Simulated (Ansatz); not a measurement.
# Memory against size: graphene/h-BP/graphene sandwich (62 atoms) repeated, support functions

The cell holds 62 atoms: 48 C, 7 B and 7 P. Cell: a = 8.507 Å, b = 8.507 Å, c = 20.910 Å, α = 90.0°, β = 90.0°, γ = 120.0°. It derives from C and BP. 12 cells of graphene (a = 2.46 Å, strained -0.17 %) and 7 cells of h-BP (a = 3.21 Å, +0.17 %) on one hexagonal cell, twist 10.89 deg; facing planes 3.49, 3.42 Å apart; 14 Å of vacuum; displaced by a Gaussian of 0.01 Å. Regions: layer 1, 24 atoms (24 C); layer 2, 14 atoms (7 B and 7 P); layer 3, 24 atoms (24 C). Vacuum lies along c.

Calculated with Ansatz 0.2.0: Kohn-Sham DFT, PBE+D4, PAW (set soft_2), localised support functions (medium); the typed cell is repeated and solved at Γ on 1 × NVIDIA H100 80GB HBM3 with 5 threads of AMD EPYC 7R13 (Zen 3), shared host.

| atoms | memory planned on the GPU (GiB) | repeats | SCF cycles |
| --- | --- | --- | --- |
| 62 | 3 | 1×1×1 | 16 |
| 248 | 7.8 | 2×2×1 | 14 |
| 558 | 13.8 | 3×3×1 | 17 |
| 992 | 21.5 | 4×4×1 | 18 |
| 2232 | 51.6 | 6×6×1 | 20 |
| 3968 | ? | ? | ? |

Task: Fit a power law of the atom count to the rows given and extrapolate to the withheld row.

Worked fit:

A power law y = A x^b is a line in u = ln x and v = ln y.

| u = ln x | v = ln y |
| --- | --- |
| 4.12713 | 1.09861 |
| 5.51343 | 2.05412 |
| 6.32436 | 2.62467 |
| 6.89972 | 3.06805 |
| 7.71065 | 3.94352 |

With n = 5: mean u = 6.11506, mean v = 2.55780, Σ(u − ū)² = 7.5192, Σ(u − ū)(v − v̄) = 5.8292. Slope b = 5.8292 / 7.5192 = 0.77524; intercept a = v̄ − b ū = -2.1828.

At the withheld row u = 8.286, v = a + b u = 4.241, and y = exp(v).

Prediction at 3968: 69.46 GiB. The run gave 68.4 GiB, so the fit is high by 1.1 GiB (1.6 % of the value).

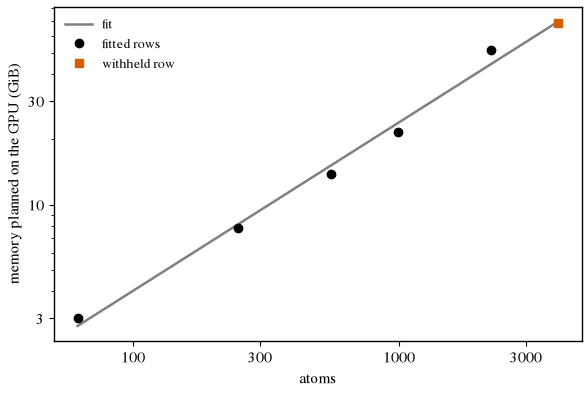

The fit, the rows that it rests on and the withheld row.

The fitted exponent is 0.78. Between neighbouring rows, the withheld one included, the exponents are 0.69, 0.70, 0.77, 1.1 and 0.49, so one power law doesn't hold over the range. Among the rows given, the largest relative miss of the fit is at 2232, by 7.1 GiB (14 %).

Limits: One run a row. Whether the card's size bounds the plan at the largest cells wasn't tested.

[Hosts, paths, dates, database ids (printed as entryN), source tags and the programs' standing remarks are cut or masked in the printed files.]
